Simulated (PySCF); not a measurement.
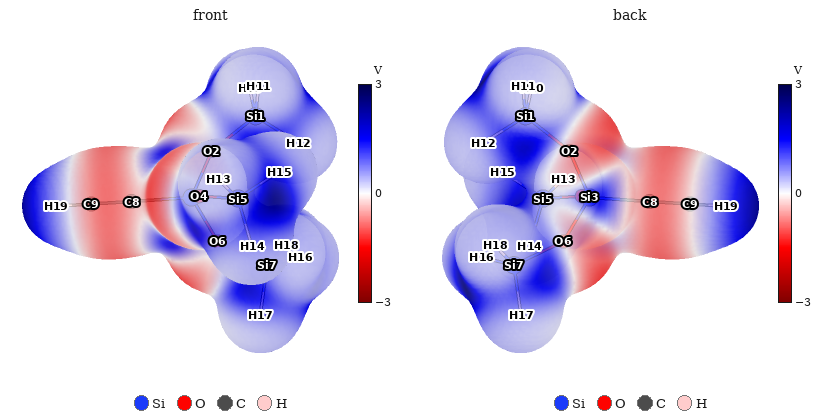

The picture shows: C$_{2}$H$_{10}$O$_{3}$Si$_{4}$ (SMILES C#C[Si](O[SiH3])(O[SiH3])O[SiH3]). The electrostatic potential painted on the density surface at 0.004 e/bohr³, seen from the front and from behind; red is negative and blue positive.

Geometry: PBE0-D3(BJ)/def2-SVP.

All numbers below come from PySCF, PBE0/pcSseg-1, SCF density, gas phase, non-relativistic.

```xyz
19

Si   -1.2013   -0.3449    2.3903
O    -0.0337   -0.8793    1.3404
Si    0.7591   -0.6145   -0.0694
O     1.3359    0.9200   -0.1016
Si    0.9003    2.5192   -0.2083
O    -0.2632   -0.8470   -1.3283
Si   -1.7414   -0.4864   -1.9908
C     2.1470   -1.7756   -0.2001
C     3.0763   -2.5547   -0.2794
H    -1.5987   -1.4753    3.2740
H    -0.6728    0.7801    3.2162
H    -2.3919    0.1329    1.6214
H     2.0250    3.3504    0.3017
H     0.6081    2.8776   -1.6272
H    -0.3215    2.7656    0.6186
H    -2.0419    0.9654   -1.7943
H    -1.6962   -0.7942   -3.4466
H    -2.8084   -1.2977   -1.3351
H     3.8983   -3.2446   -0.3539
```

Where is the surface potential most negative and most positive?

Answer. The most negative region (about −1.1 V) lies over O2, O4 and O6, the most positive (about +2.4 V) over Si1, Si3, Si5 and Si7.

What dipole moment does the calculation give?

Answer. Its dipole moment is 0.72 D.
